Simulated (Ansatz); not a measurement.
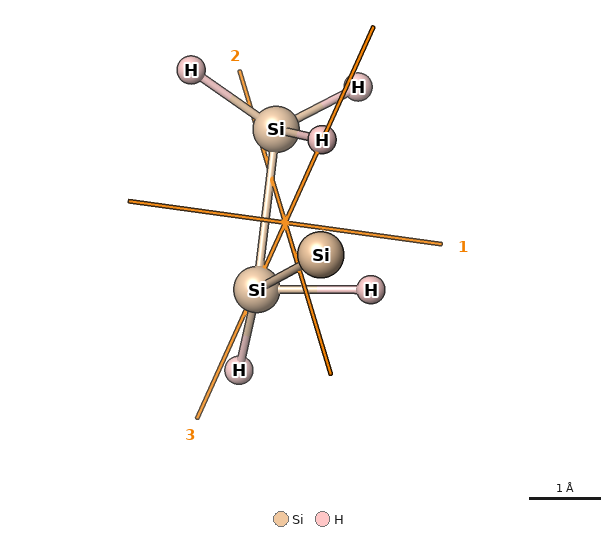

The three principal axes of inertia are drawn and numbered. Depth is shown by fading: the farther an atom, the more it takes the colour of the background. Charge +1, singlet. The geometry was computed by an optimisation with PBE-D4/def2-SVP. No frequency run is at hand to confirm it as a minimum. Masses are those of the most abundant isotopes; constants are for the rigid equilibrium geometry.

Which line is the a axis (least moment of inertia), which b and which c?

a is line 2, b is line 3, c is line 1; the moments are 74.2, 136, 200 u Å².

Classify the rotor and give the rotational constants (GHz).

An asymmetric top (C1): A = 6.81, B = 3.71, C = 2.52 GHz. Ray's parameter κ is −0.45, nearer the prolate limit.
